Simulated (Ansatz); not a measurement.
# ClH$_{3}$NO$_{2}$Ta: what the fields show

Input

```
crystal:
  periodic: [false, false, false]
  atoms:
    - {symbol: Cl, position_ang: [1.528510, 0.979025, -2.168270]}
    - {symbol: N, position_ang: [-0.373719, 1.342983, 0.951786]}
    - {symbol: O, position_ang: [-1.335152, 1.078126, -0.097872]}
    - {symbol: O, position_ang: [-0.187813, -1.726870, -0.620783]}
    - {symbol: Ta, position_ang: [0.266492, 0.081505, -0.446353]}
    - {symbol: H, position_ang: [-0.763827, 0.994168, 1.837068]}
    - {symbol: H, position_ang: [1.476380, -0.235063, 0.788572]}
    - {symbol: H, position_ang: [-0.518770, -2.570773, -0.300049]}
basis:
  gaussian: {orbitals: def2-TZVPD}
output: {forces: true, orbitals: {seedname: orbitals}}
hamiltonian: {xc: pbe0}
```

Run with:

```sh
ansatz run input.yaml --threads 2 --pin off --max-ram 4350MiB --events-out events.jsonl --progress --plain --runs-dir runs
```

Geometry: r2SCAN-D4/def2-SVP; core potentials replace the inner electrons of Ta.

Theory: isolated molecule in a Gaussian basis; Kohn-Sham density functional theory, functional PBE0 (Ansatz 0.2.0).

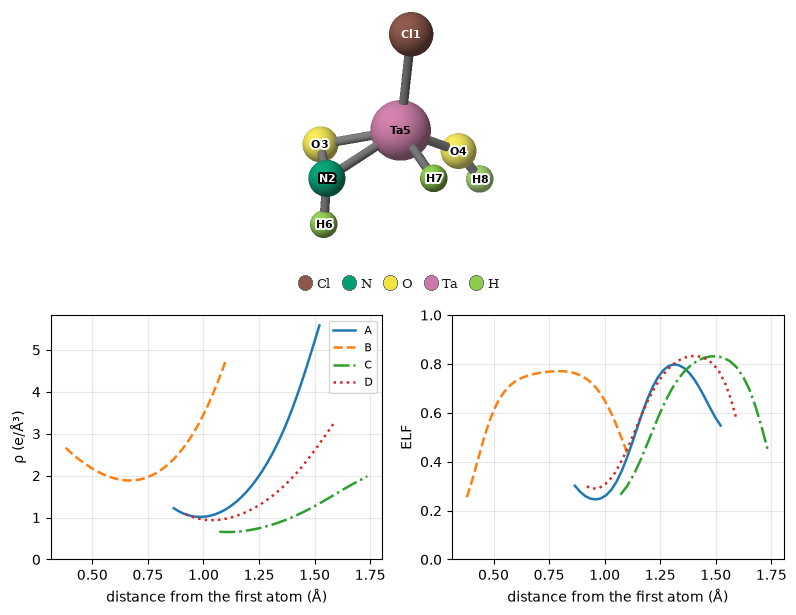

Figure 1. Electron density and ELF along straight lines between neighbouring atoms. The curves leave out the atomic cores. The structure is drawn too.

Which curve belongs to which contact (N–O, Ta–Cl, Ta–N and Ta–O)? The first atom named is at distance zero.

Answer. Curve A: Ta–O (1.87 Å): ρ is about 1 e/Å³ halfway; the ELF peaks at about 0.80 in the valence shell of O, 0.6 Å from its nucleus, and drops to about 0.25 between the two atoms. Curve B: N–O (1.45 Å): the density is about 1.9 e/Å³ at the midpoint; the ELF peaks at about 0.75 between the atoms, as expected for a covalent bond. Curve C: Ta–Cl (2.32 Å): the density is about 0.67 e/Å³ at the midpoint; the ELF peaks at about 0.85 in the valence shell of Cl, 0.8 Å from its nucleus, and is about 0.40 at the midpoint. Curve D: Ta–N (1.99 Å): the density is about 0.96 e/Å³ at the midpoint; the ELF peaks at about 0.85 in the valence shell of N, 0.6 Å from its nucleus, and is about 0.30 at the midpoint.

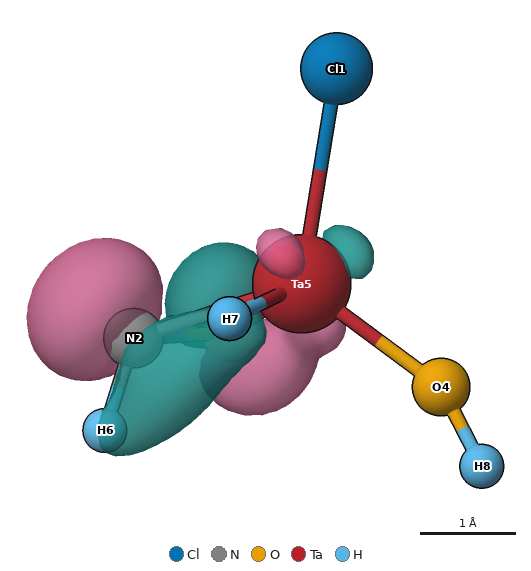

Figure 2. The HOMO at ±0.2 Å⁻³ᐟ² (teal and pink are the two phases), seen at a tilt.

Where does this orbital lie, and at what energy?

Answer. By Hirshfeld shares it lies mainly on N2 (about 45 %), O3 (about 30 %) and Ta5 (about 15 %); π-antibonding (π*) across N2–O3. Its energy is −7.16 eV.
